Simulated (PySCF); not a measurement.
**Run report: C3H7GeN3, geometry relaxation**

The run: geometry relaxation of C3H7GeN3. Method and program: PBE0-D3(BJ)/def2-SVP geometry optimisation, gas phase (PySCF 2.14.0).

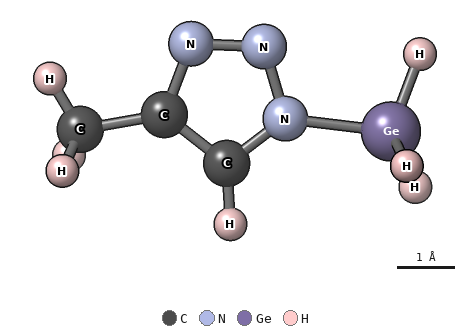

Fig. 1: The structure as given in the input (ball-and-stick view, seen on its broad side). Sticks mark near contacts. Bond lengths as drawn: C–C 1.39 to 1.51 Å, C–H 1.05 to 1.12 Å, C–N 1.31 to 1.34 Å, Ge–H 1.46 to 1.52 Å, Ge–N 1.88 Å and N–N 1.29 to 1.33 Å.

The input:
```
{"job": {"xc": "PBE0", "basis": "def2-SVP", "d3": "d3bj", "grid": 1, "shake": 0.01, "kind": "geom"}, "charge": 0, "multiplicity": 1}
C      2.665850     0.158070     0.595400
C      1.213230    -0.152930     0.344280
C      0.060550     0.605780     0.525990
N     -0.909690    -0.179460     0.136140
Ge    -2.780170    -0.070730     0.050850
N     -0.447760    -1.354060    -0.268750
N      0.835210    -1.344530    -0.145640
H      2.970210     1.024740    -0.040210
H      3.254440    -0.677410     0.374810
H      2.797260     0.458630     1.642790
H     -0.084550     1.600890     0.908110
H     -3.138360    -1.207790    -0.794450
H     -3.130240     1.287680    -0.524350
H     -3.313130    -0.163950     1.467310
```

The first line tells a small driver script what to run in PySCF; the rest is the geometry in Å.

Run on 1 CPU thread, shared host.

Launch command:
```bash
OMP_NUM_THREADS=1 python <driver script> task.json out
```

Log:
```
step   0  E = -2358.70428850  max force = 0.045014
step   1  E = -2358.71187978  max force = 0.011645
step   2  E = -2358.71245217  max force = 0.004634
step   3  E = -2358.71251162  max force = 0.002022
step   4  E = -2358.71251759  max force = 0.002402
step   5  E = -2358.71253618  max force = 0.000362
step   6  E = -2358.71254365  max force = 0.000362
optimisation converged
```

Trajectory as extended XYZ (Å, eV, eV/Å), 7 frames, from step=0 to step=6:
```
14
Properties=species:S:1:pos:R:3:forces:R:3 step=0 energy=-64183.61290
C     2.6658    0.1581    0.5954   -1.8878   2.3147   0.0700
C     1.2132   -0.1529    0.3443    0.8509   0.4412   0.2534
C     0.0605    0.6058    0.5260    2.1654   0.9364   0.6171
N    -0.9097   -0.1795    0.1361   -2.1715  -0.9362  -0.5898
Ge   -2.7802   -0.0707    0.0508    0.2220   0.8740   0.6563
N    -0.4478   -1.3541   -0.2687    0.0884  -0.9188  -0.3451
N     0.8352   -1.3445   -0.1456   -0.0632  -0.3033  -0.1180
H     2.9702    1.0247   -0.0402    0.0583  -0.4579   0.2997
H     3.2544   -0.6774    0.3748    1.1353  -1.6138  -0.4283
H     2.7973    0.4586    1.6428    0.2125  -0.0250   0.0840
H    -0.0846    1.6009    0.9081   -0.0838   0.4130   0.1190
H    -3.1384   -1.2078   -0.7944   -0.3925  -0.9669  -0.7626
H    -3.1302    1.2877   -0.5243   -0.0394   0.3051  -0.1844
H    -3.3131   -0.1640    1.4673   -0.0946  -0.0625   0.3286
14
Properties=species:S:1:pos:R:3:forces:R:3 step=1 energy=-64183.81947
C     3.2197    0.0012    0.9566    0.3820  -0.5988  -0.1322
C     1.8051   -0.3670    0.6897   -0.1645  -0.0424  -0.0336
C     0.6422    0.3513    0.8541   -0.5178  -0.3505  -0.1758
N    -0.3551   -0.4960    0.4342    0.4967   0.4949   0.2325
Ge   -2.2250   -0.2641    0.3854    0.0037  -0.3131  -0.1502
N     0.1841   -1.6594    0.0431   -0.2339  -0.0219  -0.0223
N     1.4562   -1.5896    0.1907    0.2274   0.0492   0.0369
H     3.5696    0.8114    0.3031   -0.0056   0.0997  -0.0381
H     3.8557   -0.8909    0.7529   -0.2780   0.4166   0.1225
H     3.3811    0.3072    1.9993   -0.0050   0.0339   0.0455
H     0.4380    1.3541    1.2185    0.0189   0.0399   0.0080
H    -2.7022   -1.4284   -0.5043    0.0121   0.2263   0.1557
H    -2.4851    1.1226   -0.2267    0.0297  -0.0590   0.0472
H    -2.7499   -0.3522    1.8300    0.0343   0.0251  -0.0961
14
Properties=species:S:1:pos:R:3:forces:R:3 step=2 energy=-64183.83505
C     3.2189   -0.0047    0.9562    0.0986  -0.1197  -0.0425
C     1.8008   -0.3692    0.6895    0.0691  -0.0526  -0.0148
C     0.6382    0.3515    0.8520   -0.2383  -0.1532  -0.0760
N    -0.3508   -0.4915    0.4348    0.1944   0.2043   0.0849
Ge   -2.2174   -0.2724    0.3813    0.0081  -0.0885  -0.0414
N     0.1818   -1.6579    0.0441   -0.1515  -0.0482  -0.0215
N     1.4560   -1.5918    0.1918    0.1036   0.0895   0.0451
H     3.5650    0.8106    0.3018   -0.0152   0.0140   0.0186
H     3.8519   -0.8844    0.7610   -0.0654   0.0796   0.0246
H     3.3762    0.3071    1.9995   -0.0065   0.0222   0.0005
H     0.4371    1.3569    1.2140    0.0224   0.0005  -0.0028
H    -2.7155   -1.4140   -0.5011   -0.0139   0.0240   0.0075
H    -2.4694    1.1155   -0.2189    0.0004   0.0231   0.0012
H    -2.7384   -0.3553    1.8207   -0.0058   0.0050   0.0164
14
Properties=species:S:1:pos:R:3:forces:R:3 step=3 energy=-64183.83666
C     3.2229   -0.0079    0.9565   -0.0371   0.0488   0.0106
C     1.8033   -0.3703    0.6911   -0.0332  -0.0809  -0.0280
C     0.6379    0.3493    0.8498   -0.0711   0.0898   0.0194
N    -0.3507   -0.4866    0.4355    0.1040   0.0263   0.0130
Ge   -2.2182   -0.2759    0.3777   -0.0023   0.0237   0.0171
N     0.1778   -1.6561    0.0479    0.0088  -0.0557  -0.0080
N     1.4546   -1.5915    0.1972    0.0129  -0.0096  -0.0056
H     3.5667    0.8079    0.3015   -0.0037  -0.0018   0.0072
H     3.8535   -0.8848    0.7668    0.0190  -0.0405  -0.0092
H     3.3777    0.3109    1.9984   -0.0031   0.0055  -0.0046
H     0.4419    1.3568    1.2086    0.0092   0.0081   0.0007
H    -2.7243   -1.4076   -0.5084   -0.0006  -0.0159  -0.0190
H    -2.4687    1.1175   -0.2135   -0.0017   0.0055   0.0024
H    -2.7400   -0.3615    1.8175   -0.0011  -0.0033   0.0039
14
Properties=species:S:1:pos:R:3:forces:R:3 step=4 energy=-64183.83683
C     3.2179   -0.0083    0.9578   -0.0337   0.0406   0.0129
C     1.8011   -0.3775    0.6891    0.0509   0.0120   0.0097
C     0.6386    0.3490    0.8463    0.0376  -0.0427  -0.0173
N    -0.3460   -0.4886    0.4332   -0.1235  -0.0253  -0.0310
Ge   -2.2135   -0.2739    0.3778   -0.0093   0.0287   0.0203
N     0.1771   -1.6622    0.0481    0.0142   0.0365   0.0258
N     1.4543   -1.5996    0.1980    0.0105   0.0354   0.0167
H     3.5589    0.8078    0.3020    0.0057  -0.0055  -0.0053
H     3.8524   -0.8830    0.7741    0.0432  -0.0463  -0.0099
H     3.3666    0.3169    1.9987    0.0002  -0.0058  -0.0018
H     0.4466    1.3585    1.2019    0.0006  -0.0054  -0.0033
H    -2.7256   -1.3991   -0.5137    0.0023  -0.0111  -0.0144
H    -2.4605    1.1242   -0.2054    0.0003  -0.0058   0.0051
H    -2.7336   -0.3641    1.8187    0.0011  -0.0055  -0.0075
14
Properties=species:S:1:pos:R:3:forces:R:3 step=5 energy=-64183.83733
C     3.2199   -0.0097    0.9581   -0.0055   0.0094   0.0035
C     1.8019   -0.3751    0.6904    0.0085   0.0031   0.0008
C     0.6387    0.3510    0.8454    0.0118  -0.0041  -0.0024
N    -0.3483   -0.4860    0.4335   -0.0064  -0.0064  -0.0144
Ge   -2.2162   -0.2732    0.3777   -0.0033   0.0028   0.0038
N     0.1768   -1.6594    0.0505   -0.0088  -0.0123   0.0077
N     1.4539   -1.5973    0.2009   -0.0102   0.0186   0.0072
H     3.5640    0.8038    0.3007    0.0028  -0.0023  -0.0018
H     3.8528   -0.8877    0.7750    0.0051  -0.0062  -0.0007
H     3.3702    0.3159    1.9985    0.0010  -0.0010   0.0003
H     0.4468    1.3609    1.1997    0.0019  -0.0005  -0.0015
H    -2.7225   -1.3994   -0.5175    0.0024   0.0023  -0.0045
H    -2.4661    1.1247   -0.2035    0.0012   0.0013   0.0034
H    -2.7376   -0.3684    1.8173   -0.0003  -0.0047  -0.0014
14
Properties=species:S:1:pos:R:3:forces:R:3 step=6 energy=-64183.83753
C     3.2206   -0.0113    0.9587    0.0029  -0.0050   0.0000
C     1.8019   -0.3751    0.6919   -0.0131  -0.0039   0.0004
C     0.6389    0.3521    0.8435    0.0056   0.0126  -0.0042
N    -0.3490   -0.4847    0.4328    0.0035   0.0031  -0.0023
Ge   -2.2169   -0.2715    0.3766    0.0004  -0.0049  -0.0007
N     0.1751   -1.6602    0.0550    0.0092   0.0042   0.0129
N     1.4520   -1.5981    0.2068    0.0016  -0.0186  -0.0081
H     3.5671    0.7984    0.2978    0.0002  -0.0020  -0.0008
H     3.8521   -0.8918    0.7795   -0.0084   0.0083   0.0028
H     3.3714    0.3182    1.9978    0.0004   0.0000   0.0005
H     0.4482    1.3635    1.1941   -0.0018   0.0010  -0.0019
H    -2.7205   -1.3930   -0.5263    0.0004   0.0061  -0.0018
H    -2.4664    1.1296   -0.1967    0.0012   0.0037   0.0029
H    -2.7399   -0.3759    1.8149   -0.0019  -0.0046   0.0003
```

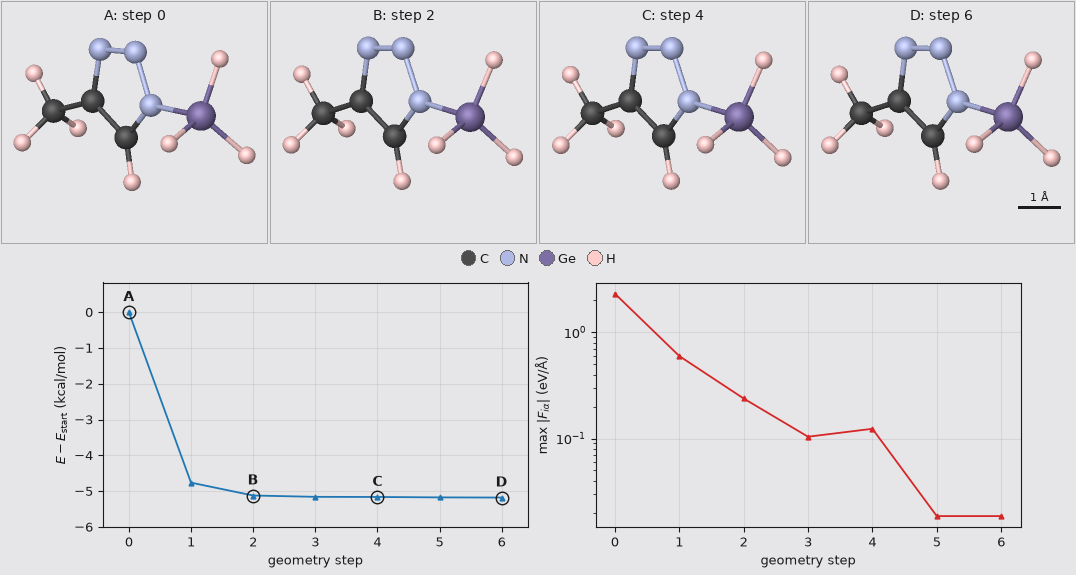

Fig. 2: Frames of the relaxation (ball-and-stick view, seen at a tilt) above the curves, on which the letters mark them (steps are counted from 0).

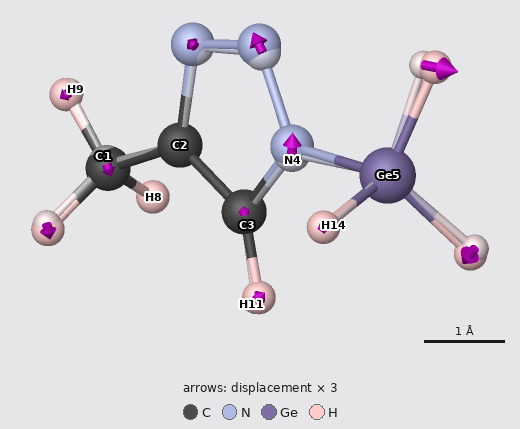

Fig. 3: Start (faint) and end (solid) with the displacements as pink arrows, magnified 3 times (ball-and-stick view, seen at a tilt). The two geometries are laid on each other by the best rigid fit. After 6 geometry steps the energy has fallen by 5.18 kcal/mol. The largest force component goes from 2.3 to 0.019 eV/Å. The largest move after the best rigid fit is that of H12, 0.18 Å. Largest moves by element: H 0.18 Å, N 0.10 Å, C 0.06 Å, Ge 0.03 Å. Among the contacts that change: Ge5–H12 1.461 → 1.525 Å, C1–H9 1.046 → 1.098 Å, C3–N4 1.308 → 1.358 Å, C2–N7 1.343 → 1.361 Å. Among the angles that change: Ge5–N4–N6 112.6° → 118.6°, C3–N4–Ge5 135.9° → 131.4°, C2–C1–H8 109.1° → 111.8°. (Atoms are counted from 1 in the order of the input.)

Results in brief:

```tsv
quantity	value
outcome	converged
total energy	−2358.712544 hartree
dipole moment	4.35 D
point group	C1
wall time	1.8 min
peak memory	0.58 GiB
```
